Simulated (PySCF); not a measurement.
C$_{5}$H$_{3}$PS (SMILES C#Cc1cpcs1)

Input

```
{"job": {"kind": "uv", "xc": "PBE0", "basis": "def2-SVPD", "nstates": 8, "ntriplets": 3}, "charge": 0, "multiplicity": 1}
C     -2.174988    -0.170039     1.831846
C     -1.254030    -0.103695     1.062558
C     -0.176279    -0.032330     0.168702
C     -0.080822     0.834154    -0.881778
P      1.363287     0.756576    -1.884283
C      2.035850    -0.511016    -0.960234
S      1.162683    -1.116279     0.381685
H     -2.983732    -0.220179     2.497444
H     -0.870532     1.541368    -1.083759
H      2.987446    -0.973905    -1.154711
```

Launched as:

```sh
OMP_NUM_THREADS=1 python probes_run.py task.json out
```

Geometry: GFN2-xTB.

Computed with PBE0/def2-SVPD, SCF density, gas phase in PySCF.

Predict the electron density and electron localisation function between the atoms.

C–C (1.20 Å): ρ is about 2.7 e/Å³ halfway; the ELF peaks at about 0.85 between the atoms: a short, multiple covalent bond.
C–P (1.71 Å): ρ at the midpoint is about 1.3 e/Å³; the ELF peaks at about 0.95 between the atoms: a covalent bond.
C–S (1.71 Å): ρ is about 1.5 e/Å³ halfway; the ELF peaks at about 0.90 between the atoms, as expected for localised, covalent bonding.
C–H (1.05 Å): the density is about 2.1 e/Å³ at the midpoint; the ELF climbs to about 1 towards the hydrogen, as it does in any bond to H (a covalent bond by its length).

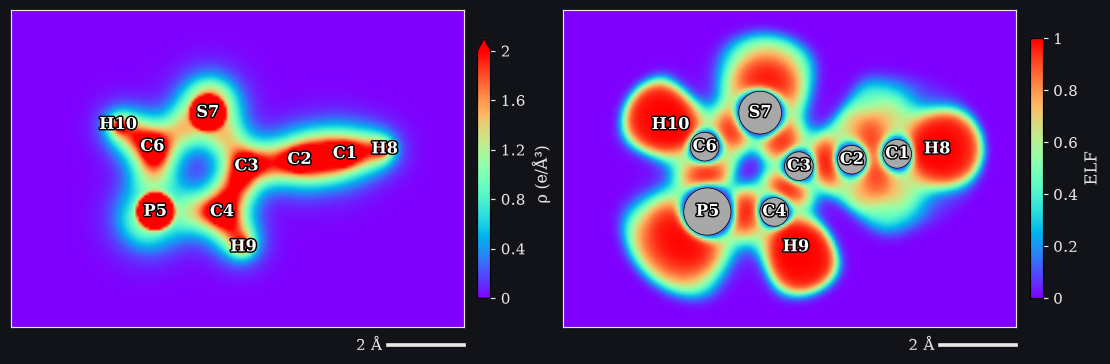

Computed electron density and electron localisation function on the molecular plane, in this order. Grey discs cover the atomic cores in the ELF map. 
